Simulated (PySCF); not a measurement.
**C₃H₁₀, SMILES `C.CC`: what the electrons do**

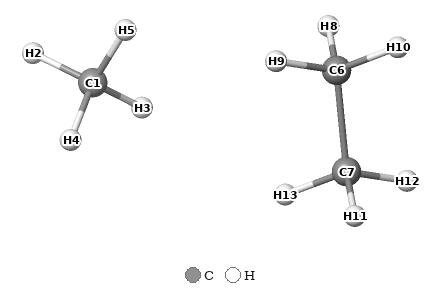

The molecule, with its atoms numbered as below. The pair's geometry is semi-empirical, so its contact may be too short or too long.

Cartesian coordinates (Å):

```
C1      -2.5924   -0.0302    0.0000
H2      -3.6372    0.2115   -0.1456
H3      -2.2353   -0.6064   -0.8437
H4      -2.4791   -0.6093    0.9073
H5      -2.0181    0.8831    0.0819
C6       1.3603    0.7732   -0.0000
C7       1.5201   -0.7397   -0.0001
H8       0.7786    1.0961   -0.8606
H9       0.8500    1.1032    0.9022
H10      2.3314    1.2616   -0.0413
H11      2.1012   -1.0632    0.8607
H12      2.0316   -1.0704   -0.9013
H13      0.5484   -1.2261    0.0408
```

Part 1: Bonding charge

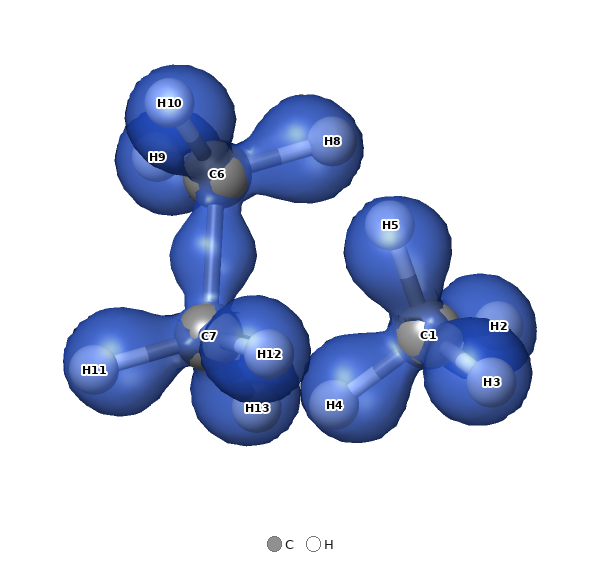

Deformation density (molecule less spherical, spin-averaged free atoms at the same positions), surfaces at ±0.15 e/Å³; blue: gain, red: loss.

PySCF calculation, TPSS/def2-SVPD, gas phase; geometry: GFN2-xTB.

Q: Describe the bonding that the map shows.

A: The five largest and four smallest: C7–H13: +0.65 e/Å³ at the bond critical point (bond length 1.09 Å). C1–H5: +0.65 e/Å³ at the bond critical point (bond length 1.08 Å). C1–H2: +0.65 e/Å³ at the bond critical point (bond length 1.08 Å). C6–H8: +0.65 e/Å³ at the bond critical point (bond length 1.09 Å). C6–H9: +0.65 e/Å³ at the bond critical point (bond length 1.09 Å). C6–H10: +0.65 e/Å³ at the bond critical point (bond length 1.09 Å). C1–H4: +0.65 e/Å³ at the bond critical point (bond length 1.08 Å). C1–H3: +0.65 e/Å³ at the bond critical point (bond length 1.08 Å). C6–C7: +0.43 e/Å³ at the bond critical point (bond length 1.52 Å). In all, 2.4 electrons gather in the regions of gain relative to the promolecule.

Q: Where do the Hirshfeld charges lie?

A: The highest Hirshfeld charge is on H2 (+0.03 e), the lowest on C1 (−0.13 e).

Part 2: Local ionisation energy

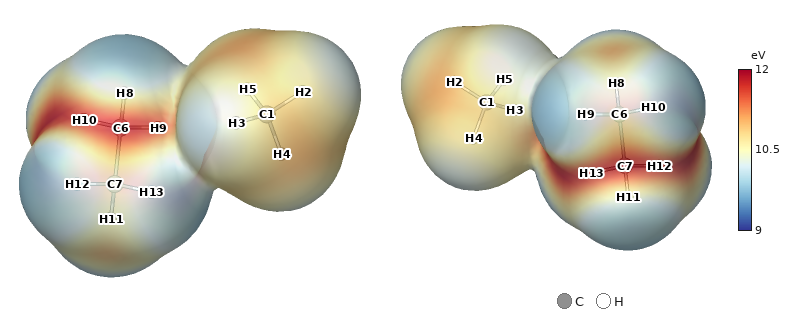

Average local ionisation energy on the surface of electron density 0.001 a.u. (back view left, front view right).

Q: Locate the minima of the map.

A: The lowest value is 9.7 eV, 1.4 Å from H10. Further minima include 9.7 eV, 1.4 Å from H13. For comparison, the highest occupied orbital lies at −8.4 eV.

Part 3: Binding density

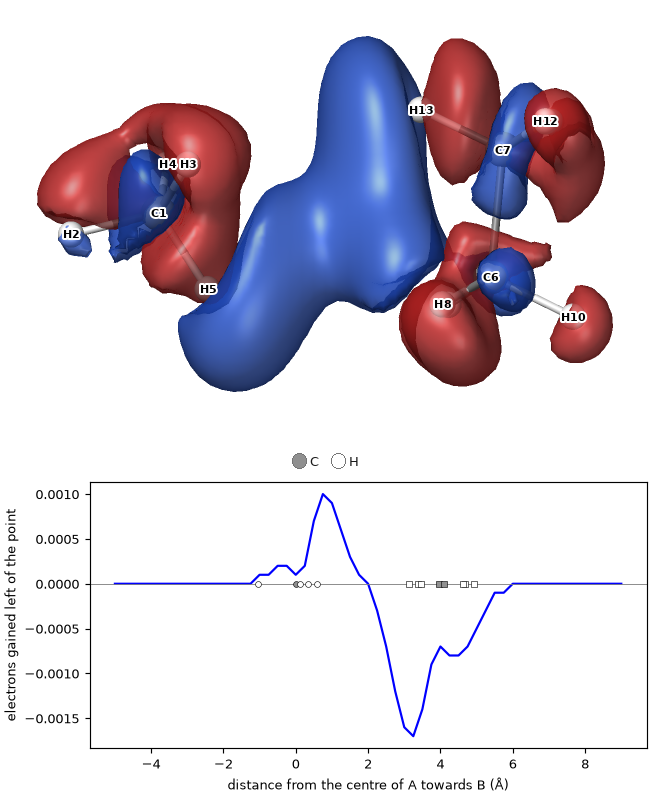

Density of the complex less the densities of the two fragments at the same geometry, ±0.0001 e/Å³ (red: gain, blue: loss). Fragment A: H4C (atoms 1–5); fragment B: H6C2. Below: the charge-displacement curve along the line of centres (A on the left).

Level of theory: TPSS/def2-SVPD (PySCF), at a geometry from GFN2-xTB.

Q: Which way does charge flow?

A: Hirshfeld charges show almost no net transfer (under 0.005 e). 0.00 e is displaced in all, which induces a dipole of 0.01 D.

Q: What is the interaction energy, and which contacts carry it?

A: The counterpoise-corrected interaction energy of the frozen fragments is 0.0 kcal/mol without dispersion correction and −0.9 kcal/mol with D3(BJ). The pair geometry is semi-empirical, not a minimum at this level. Contacts: H5···C6, 3.38 Å, ρ = 0.002 a.u.; C1···H13, 3.36 Å, ρ = 0.002 a.u. The pose is a local one from a semi-empirical search, not shown to be the most stable.

The PySCF runs shown took 66 s and 2.7 min on 1 thread of AMD EPYC (Zen 3) (shared host).
